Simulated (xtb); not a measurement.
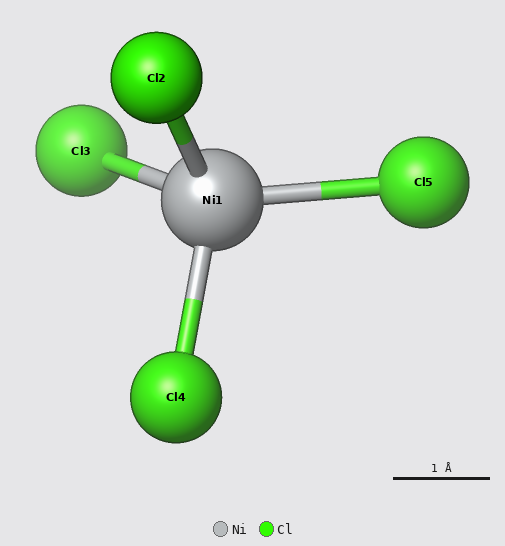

Fig. 1: The input geometry (ball-and-stick view, seen at a tilt; atoms are numbered from 1 in the order of the input). Sticks mark near contacts. Bond lengths as drawn: Cl–Ni 2.17 to 2.24 Å.

**Calculation of the molecule and its ions of NiCl4 (charge −2)**

- system: NiCl4, charge −2, multiplicity 3
- method: GFN1-xTB (xtb 6.7.1 later snapshot)

The geometry comes from this level: GFN2-xTB.

## Input (geo.gen)
```
5 C
 Ni Cl
   1  1      0.02451000     -0.04275000     -0.03689000
   2  2      0.05311000     -0.07412000      2.12959000
   3  2      2.15877000      0.17629000     -0.66060000
   4  2     -1.00661000      1.72140000     -0.75734000
   5  2     -1.22977000     -1.78082000     -0.67476000
```

## File .CHRG
```
-2
```

## File .UHF
```
2
```

Launch command:
```bash
xtb geo.gen --vomega --gfn 2 --parallel 1 > run.log
```

## The program's output
```
* xtb version 6.7.1
   ID    Z sym.   atoms
    1   28 Ni     1
    2   17 Cl     2-5

           -------------------------------------------------
          |                Calculation Setup                |
           -------------------------------------------------

          program call               : xtb geo.gen --vomega --gfn 2 --parallel 1
          coordinate file            : geo.gen
          omp threads                :                     1

           -------------------------------------------------
          |                 G F N 1 - x T B                 |
           -------------------------------------------------

      * Hamiltonian:
        H0-scaling (s, p, d)           1.850000    2.250000    2.000000
        zeta-weighting                 0.000000
      * Dispersion:
        s8                             2.400000
        a1                             0.630000
        a2                             5.000000
        s9                             0.000000
      * Repulsion:
        kExp                           1.500000
        rExp                           1.000000
      * Coulomb:
        alpha                          2.000000
        third order                    atomic
        anisotropic                    false
      * Halogen bond correction:
        rad-scale                      1.300000
        damping                        0.440000

          ...................................................
          :                      SETUP                      :
          :.................................................:
          :  # basis functions                  50          :
          :  # atomic orbitals                  45          :
          :  # shells                           15          :
          :  # electrons                        40          :
          :  # halogen bonds                     0          :
          :  max. iterations                   250          :
          :  Hamiltonian                  GFN1-xTB          :
          :  restarted?                      false          :
          :  GBSA solvation                  false          :
          :  PC potential                    false          :
          :  electronic temp.          300.0000000     K    :
          :  accuracy                    1.0000000          :
          :  -> integral cutoff          0.2500000E+02      :
          :  -> integral neglect         0.1000000E-07      :
          :  -> SCF convergence          0.1000000E-05 Eh   :
          :  -> wf. convergence          0.2000000E-04 e    :
          :  Broyden damping             0.4000000          :
          :  net charge                         -2          :
          :  unpaired electrons                  2          :
          ...................................................

 iter      E             dE          RMSdq      gap      omega  full diag
   1    -21.6872970 -0.216873E+02  0.862E+00    9.01       0.0  T
   2    -21.7018816 -0.145846E-01  0.510E+00    9.87       1.0  T
   3    -21.7016465  0.235069E-03  0.607E-01    9.92       1.0  T
   4    -21.7020349 -0.388397E-03  0.157E-01    9.69       1.0  T
   5    -21.7021597 -0.124801E-03  0.867E-02    9.80       1.0  T
   6    -21.7021846 -0.248835E-04  0.661E-03    9.77       6.8  T
   7    -21.7021847 -0.131021E-06  0.172E-03    9.77      26.0  T
   8    -21.7021848 -0.891105E-08  0.160E-04    9.77     279.9  T
   9    -21.7021848 -0.854001E-10  0.393E-05    9.77    1138.2  T

   *** convergence criteria satisfied after 9 iterations ***

         #    Occupation            Energy/Eh            Energy/eV
      -------------------------------------------------------------
         1        2.0000           -0.5993516             -16.3092
       ...           ...                  ...                  ...
        15        2.0000           -0.1867526              -5.0818
        16        2.0000           -0.1865724              -5.0769
        17        2.0000           -0.1162923              -3.1645
        18        2.0000           -0.1156476              -3.1469
        19        1.9064           -0.1074050              -2.9226
        20        1.0869           -0.1030128              -2.8031
        21        1.0067           -0.1005006              -2.7348 (HOMO)
        22                          0.2584332               7.0323 (LUMO)
        23                          0.2720736               7.4035
        24                          0.2745164               7.4700
        25                          0.2749640               7.4822
        26                          0.2804368               7.6311
       ...                                ...                  ...
        45                          0.8610489              23.4303
      -------------------------------------------------------------
                  HL-Gap            0.3589338 Eh            9.7671 eV
             Fermi-level           -0.0131406 Eh           -0.3576 eV

 transition dipole moment (au) for excitation:          20          21
     X       Y       Z
   0.0087  -0.0095   0.0181  total (au/Debye):    0.022   0.056
 dE (eV)             :    0.068
 oscillator strength :  0.11661E-05

 SCC (total)                   0 d,  0 h,  0 min,  0.014 sec
 SCC setup                      ...        0 min,  0.000 sec (  0.467%)
 Dispersion                     ...        0 min,  0.000 sec (  0.173%)
 classical contributions        ...        0 min,  0.000 sec (  0.045%)
 integral evaluation            ...        0 min,  0.002 sec ( 16.991%)
 iterations                     ...        0 min,  0.003 sec ( 24.526%)
 molecular gradient             ...        0 min,  0.003 sec ( 24.695%)
 printout                       ...        0 min,  0.005 sec ( 32.997%)

         :::::::::::::::::::::::::::::::::::::::::::::::::::::
         ::                     SUMMARY                     ::
         :::::::::::::::::::::::::::::::::::::::::::::::::::::
         :: total energy             -21.702687968011 Eh    ::
         :: gradient norm              0.031021597513 Eh/a0 ::
         :: HOMO-LUMO gap              9.767086488208 eV    ::
         ::.................................................::
         :: SCC energy               -21.702184753430 Eh    ::
         :: -> electrostatic           0.282942926755 Eh    ::
         :: repulsion energy           0.002734081555 Eh    ::
         :: dispersion energy         -0.003237296136 Eh    ::
         :: halogen bond corr.         0.000000000000 Eh    ::
         :: add. restraining           0.000000000000 Eh    ::
         :: total charge              -2.000000000001 e     ::
         :::::::::::::::::::::::::::::::::::::::::::::::::::::

           -------------------------------------------------
          |        vertical delta SCC IP calculation        |
           -------------------------------------------------

 iter      E             dE          RMSdq      gap      omega  full diag
   1    -21.3757358 -0.213757E+02  0.384E+00    0.07       0.0  T
   2    -21.2956100  0.801258E-01  0.893E+00    0.09       1.0  T
   3    -21.4958964 -0.200286E+00  0.238E+00    0.10       1.0  T
   4    -21.4907280  0.516842E-02  0.177E+00    0.12       1.0  T
   5    -21.4968657 -0.613772E-02  0.130E+00    0.12       1.0  T
   6    -21.5042918 -0.742608E-02  0.265E-02    0.11       1.7  T
   7    -21.5042933 -0.154793E-05  0.983E-03    0.11       4.6  T
   8    -21.5042933  0.616862E-07  0.630E-03    0.11       7.1  T
   9    -21.5042934 -0.148784E-06  0.591E-04    0.11      75.7  T
  10    -21.5042934 -0.573781E-09  0.103E-04    0.11     434.4  T
  11    -21.5042934 -0.557101E-10  0.148E-05    0.11    3025.5  T
     SCC iter.                  ...        0 min,  0.004 sec
     gradient                   ...        0 min,  0.003 sec
------------------------------------------------------------------------
empirical IP shift (eV):    4.8455
delta SCC IP (eV):    0.5394
------------------------------------------------------------------------
           -------------------------------------------------
          |        vertical delta SCC EA calculation        |
           -------------------------------------------------

 iter      E             dE          RMSdq      gap      omega  full diag
   1    -21.5461292 -0.215461E+02  0.577E+00   10.08       0.0  T
   2    -21.6615502 -0.115421E+00  0.311E+00    7.68       1.0  T
   3    -21.6660822 -0.453201E-02  0.188E+00    7.23       1.0  T
   4    -21.6668423 -0.760141E-03  0.290E-01    6.80       1.0  T
   5    -21.6670974 -0.255078E-03  0.105E-01    7.17       1.0  T
   6    -21.6671189 -0.214404E-04  0.147E-02    7.09       3.0  T
   7    -21.6671190 -0.114625E-06  0.211E-03    7.09      21.2  T
   8    -21.6671190 -0.284188E-08  0.488E-04    7.09      91.6  T
   9    -21.6671190 -0.342563E-09  0.696E-05    7.09     642.8  T
  10    -21.6671190 -0.693490E-11  0.855E-06    7.09    5231.1  T
     SCC iter.                  ...        0 min,  0.003 sec
     gradient                   ...        0 min,  0.003 sec
------------------------------------------------------------------------
empirical EA shift (eV):    4.8455
delta SCC EA (eV):   -5.7997
------------------------------------------------------------------------

------------------------------------------------------------------------
Calculation of global electrophilicity index (IP+EA)²/(8·(IP-EA))
Global electrophilicity index (eV):    0.5456
------------------------------------------------------------------------
           -------------------------------------------------
          |                Property Printout                |
           -------------------------------------------------

    * Orbital Energies and Occupations

         #    Occupation            Energy/Eh            Energy/eV
      -------------------------------------------------------------
         1        2.0000           -0.4038399             -10.9890
       ...           ...                  ...                  ...
         9        2.0000           -0.0338592              -0.9214
        10        2.0000           -0.0307160              -0.8358
        11        2.0000           -0.0305688              -0.8318
        12        2.0000           -0.0235256              -0.6402
        13        2.0000           -0.0229817              -0.6254
        14        2.0000           -0.0222833              -0.6064
        15        2.0000           -0.0220895              -0.6011
        16        2.0000           -0.0208629              -0.5677
        17        2.0000            0.1810273               4.9260
        18        1.9999            0.1815032               4.9390
        19        1.9824            0.1868303               5.0839
        20        1.7217            0.1897436               5.1632
        21        1.2960            0.1914721               5.2102 (HOMO)
        22                          0.4518630              12.2958 (LUMO)
        23                          0.4634169              12.6102
        24                          0.4637418              12.6191
        25                          0.4640935              12.6286
        26                          0.4667721              12.7015
        27                          0.4668703              12.7042
        28                          0.4669578              12.7066
        29                          0.4669687              12.7069
        30                          0.4704194              12.8008
        31                          0.4709938              12.8164
        32                          0.4718510              12.8397
       ...                                ...                  ...
        45                          1.1111522              30.2360
      -------------------------------------------------------------
                  HL-Gap            0.2603908 Eh            7.0856 eV
             Fermi-level            0.2561583 Eh            6.9704 eV

  Mulliken/CM5 charges         n(s)   n(p)   n(d)
     1      0.01241  0.17747   0.392  0.621  8.974
     2     -0.74428 -0.78902   1.908  5.837 -0.000
     3     -0.76170 -0.79957   1.919  5.843 -0.000
     4     -0.74423 -0.78900   1.908  5.837 -0.000
     5     -0.76220 -0.79988   1.919  5.844 -0.000

Wiberg/Mayer (AO) data.
largest (>0.10) Wiberg bond orders for each atom

 ---------------------------------------------------------------------------
     #   Z sym  total        # sym  WBO       # sym  WBO       # sym  WBO
 ---------------------------------------------------------------------------
     1  28      1.713 --     4      0.442     2      0.442     3      0.415
                             5      0.414
     2  17      0.458 --     1      0.442
     3  17      0.431 --     1      0.415
     4  17      0.459 --     1      0.442
     5  17      0.430 --     1      0.414
 ---------------------------------------------------------------------------

Topologies differ in total number of bonds
Writing topology from bond orders to xtbtopo.mol

 dipole moment from electron density (au)
     X       Y       Z
   0.0303  -0.0511  -0.0461  total (Debye):    0.191

           -------------------------------------------------
          | TOTAL ENERGY              -21.667622186833 Eh   |
          | GRADIENT NORM               0.096493526590 Eh/α |
          | HOMO-LUMO GAP               7.085595403094 eV   |
           -------------------------------------------------

------------------------------------------------------------------------
------------------------------------------------------------------------
 total:
 *  cpu-time:     0 d,  0 h,  0 min,  0.038 sec
 * ratio c/w:     1.000 speedup
 SCF:
 *  cpu-time:     0 d,  0 h,  0 min,  0.032 sec
 * ratio c/w:     1.000 speedup
```

## Standard error
```
normal termination of xtb
```

## Results in brief

| quantity | value |
| --- | --- |
| outcome | converged |
| electrons treated | 40 |
| total energy | −21.702688 hartree |
| dispersion energy | −0.003237 hartree |
| basis functions | 50 |
| hardware | 1 thread of Arm Neoverse V1, 24 GiB of memory available, shared host |
| peak memory | 0.075 GiB |
